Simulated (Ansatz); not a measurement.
## What a change does: single-point calculation on C3H6BN

System: C3H6BN (BMe2(CN)).
Method of the first run: RKS r2SCAN-D4/def2-TZVP (Ansatz 0.2.0).

The geometry comes from this level: PBE-D4/def2-SVP. Text and figures count atoms from 1; the logs count them from 0 in places.

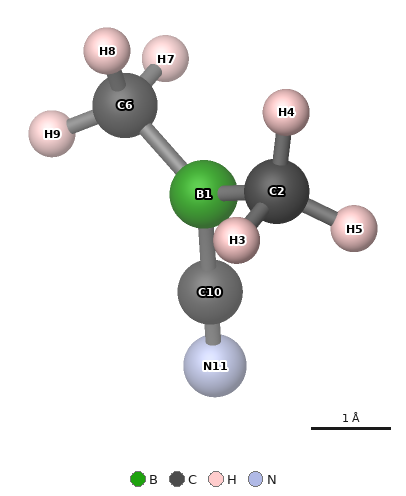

The input geometry (ball-and-stick view, seen at a tilt; atoms are numbered from 1 in the order of the input).

### The input, the first run
```yaml
crystal:
  periodic: [false, false, false]
  atoms:
    - {symbol: B, position_ang: [-0.119925, -0.205751, 0.001574]}
    - {symbol: C, position_ang: [1.445325, -0.267788, -0.016584]}
    - {symbol: H, position_ang: [1.747407, -0.457622, 1.042786]}
    - {symbol: H, position_ang: [1.930373, 0.680203, -0.320850]}
    - {symbol: H, position_ang: [1.860023, -1.118552, -0.593533]}
    - {symbol: C, position_ang: [-0.948706, 1.123570, 0.011447]}
    - {symbol: H, position_ang: [-1.267774, 1.282730, -1.048013]}
    - {symbol: H, position_ang: [-0.363871, 2.016987, 0.305223]}
    - {symbol: H, position_ang: [-1.890671, 1.067854, 0.593011]}
    - {symbol: C, position_ang: [-0.901835, -1.552245, 0.009170]}
    - {symbol: N, position_ang: [-1.490345, -2.569397, 0.015779]}
basis:
  gaussian: {orbitals: def2-TZVP, initial_orbitals: start.molden}
hamiltonian: {xc: r2scan, dispersion: d4}
scf: {omitted_lower_state_checks: [starts]}
output: {orbitals: {seedname: orbitals}}
```

Launched with:
```bash
ansatz run in.yaml --threads 4 --pin off --events-out ev --progress --plain --max-ram 3916MiB
```

Hardware: 4 threads of Arm Neoverse V2, 23 GiB of memory available, shared host.

### Output (the first run)
```
Functional definition: r2SCAN
  parameter k0 = 0.174
  parameter k1 = 0.065
  parameter a1 = 4.9479
  exchange = r2scan_x(k0 = k0, k1 = k1, a1 = a1)
  correlation = r2scan_c
these checks for a lower state are left out or cut short: starts
1128 factors; their error is unknown
mean field evaluation 1: about -5373.8364 eV, gradient 4.6e0 eV
mean field evaluation 2: about -5373.8702 eV, gradient 3.4e-2 eV
mean field evaluation 4: about -5373.8532 eV, gradient 2.8e-4 eV
mean field -5373.85321272 eV, -197.4854630389 hartree, gradient 2.1e-5 eV, S^2 0.000000; 0 other end points of the search recorded, 0 dependent functions left out
reference -5373.85322442 eV, -197.4854634689 hartree; 18, 18 occupied and 173, 173 virtual orbitals, 1128 factors
Total energy: -5373.90104065 eV, -197.4872206829 hartree
Checks for a lower state left out: starts
```

The input of the second run differs as follows (lines with − go, lines with + come):
```diff
+magnetization: {spin_polarized: true, initial_magnetization: 2}
```

Predict how the results change.

With the same method and basis, the second run lies 103.7 kcal/mol higher. The HOMO goes from −8.08 to −3.67 eV. The LUMO goes from −2.89 to −7.63 eV. On the same kind of shared host the second run took about 2.5 times as long.

### Output (the second run)
```
Functional definition: r2SCAN
  parameter k0 = 0.174
  parameter k1 = 0.065
  parameter a1 = 4.9479
  exchange = r2scan_x(k0 = k0, k1 = k1, a1 = a1)
  correlation = r2scan_c
these checks for a lower state are left out or cut short: starts
1128 factors; their error is unknown
mean field evaluation 1: about -5369.3294 eV, gradient 3.5e0 eV
mean field evaluation 2: about -5369.3767 eV, gradient 7.8e-2 eV
mean field evaluation 4: about -5369.3584 eV, gradient 5.0e-3 eV
mean field evaluation 8: about -5369.3583 eV, gradient 1.5e-5 eV
mean field -5369.35834779 eV, -197.3202797994 hartree, gradient 1.5e-5 eV, S^2 2.016786; 0 other end points of the search recorded, 0 dependent functions left out
reference -5369.35836250 eV, -197.3202803399 hartree; 19, 17 occupied and 172, 174 virtual orbitals, 1128 factors
Total energy: -5369.40617873 eV, -197.3220375540 hartree
Checks for a lower state left out: starts
```

### The two runs side by side

| quantity | the first run | the second run |
| --- | --- | --- |
| outcome | converged | converged |
| total energy (hartree) | −197.487221 | −197.322038 |
| HOMO (eV) | −8.08 | −3.67 |
| LUMO (eV) | −2.89 | −7.63 |
| basis functions | 191 | 191 |
| ⟨S²⟩ | – | 2.017 |
| wall time (shared host) | 2.6 s | 6.5 s |
